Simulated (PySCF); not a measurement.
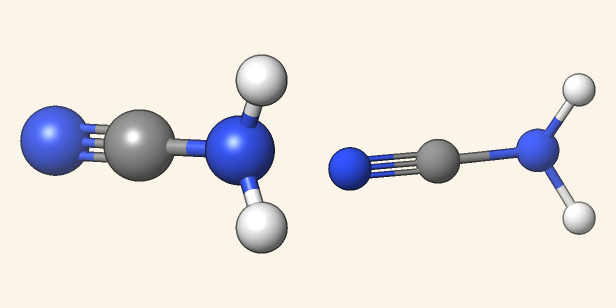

Both panels show the same species. Colours: nitrogen blue, carbon grey, hydrogen white.

Computed geometry: GFN2-xTB optimisation. No frequency run is at hand to confirm it as a minimum.

What does the picture show?

It has 5 atoms: 1 carbon, 2 hydrogen and 2 nitrogen (CH2N2). As SMILES it reads `N#CN`. Among its groups: nitrile. The point group is Cs. Coordination, clear cases only: 1 C linear.

More results for the same structure follow; atom numbers are the same in all pictures, views and colours differ.

**Electronic properties**

No frequency run is at hand to confirm it as a minimum. Properties computed with PBE0/pcSseg-1, gas phase (PySCF 2.14.0).

Computed properties:

- dipole moment: 4.71 D
- HOMO energy (Kohn–Sham orbital): −7.91 eV
- LUMO energy (Kohn–Sham orbital): 0.49 eV
- HOMO–LUMO gap: 8.40 eV

**NMR shielding**

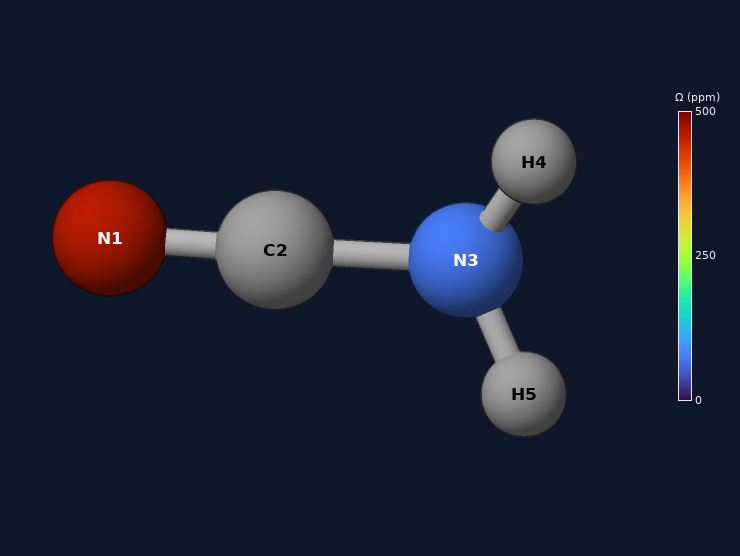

The N atoms are coloured by the span of their shielding tensor. No frequency run is at hand to confirm it as a minimum. Method: GIAO PBE0/pcSseg-1 NMR shielding, non-relativistic, gas phase (PySCF 2.14.0). Principal shieldings σ11 ≤ σ22 ≤ σ33, span Ω = σ33 − σ11, skew κ = 3(σiso − σ22)/Ω.

Which N atom has the most anisotropic shielding?

Answer. N1, with a span of 462 ppm.

Give the shielding tensors of the N atoms.

| atom | σ11 | σ22 | σ33 | σiso | Ω | κ |
| --- | --- | --- | --- | --- | --- | --- |
| N1 | −181.2 | −32.9 | 280.7 | 22.2 | 461.9 | 0.36 |
| N3 | 209.1 | 232.8 | 281.6 | 241.2 | 72.6 | 0.35 |

Shieldings and span in ppm.

**Spin–spin coupling**

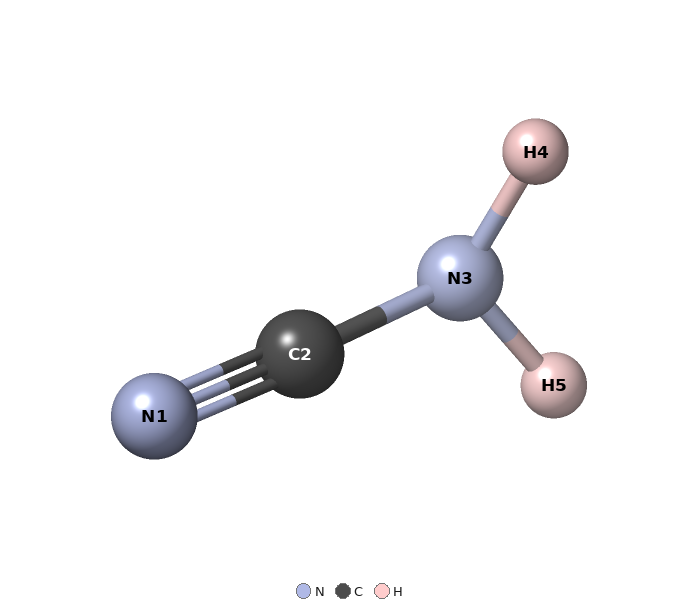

No frequency run is at hand to confirm it as a minimum. Level of theory: B3LYP/pcJ-1 indirect spin-spin coupling, non-relativistic, gas phase (PySCF 2.14.0). Isotopes: 13C, 1H, 15N.

Give the spin–spin coupling constants of these pairs, with the number of bonds between them: C2/N3, N3/H5, N3/H4, N1/N3, C2/H5, H4/H5, N1/H5, N1/H4.

```json
{"pair": "C2, N3", "bonds apart": "1", "J (Hz)": "−30.9"}
{"pair": "N3, H5", "bonds apart": "1", "J (Hz)": "−94.1"}
{"pair": "N3, H4", "bonds apart": "1", "J (Hz)": "−94.1"}
{"pair": "N1, N3", "bonds apart": "2", "J (Hz)": "−3.1"}
{"pair": "C2, H5", "bonds apart": "2", "J (Hz)": "−1.6"}
{"pair": "H4, H5", "bonds apart": "2", "J (Hz)": "−3.4"}
{"pair": "N1, H5", "bonds apart": "3", "J (Hz)": "−1.0"}
{"pair": "N1, H4", "bonds apart": "3", "J (Hz)": "−1.0"}
```

**Bond orders**

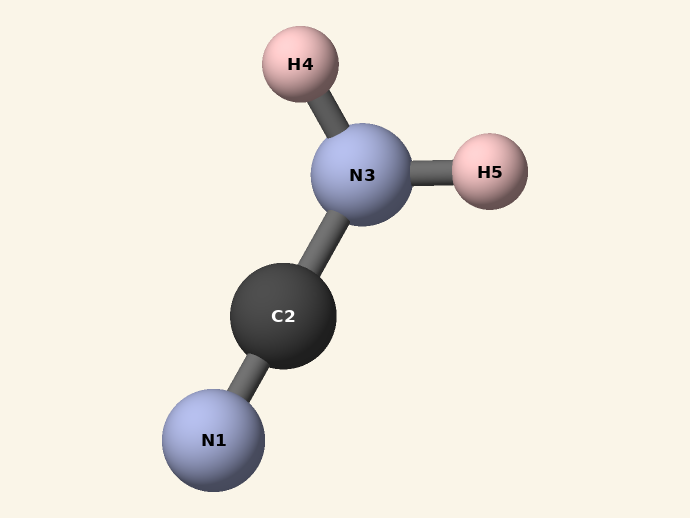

Every bond is drawn as one stick. No frequency run is at hand to confirm it as a minimum. Method: PBE0/pcSseg-1 (PySCF 2.14.0).

Which bond has the highest Mayer bond order?

Answer. N1–C2, 2.97, at a length of 1.146 Å.

List the Mayer bond orders of N1–C2, C2–N3, N3–H4 (one bond of each equivalent set).

| bond | Mayer order | length (Å) |
| --- | --- | --- |
| N1–C2 | 2.97 | 1.146 |
| C2–N3 | 1.16 | 1.320 |
| N3–H4 | 0.93 | 1.009 |
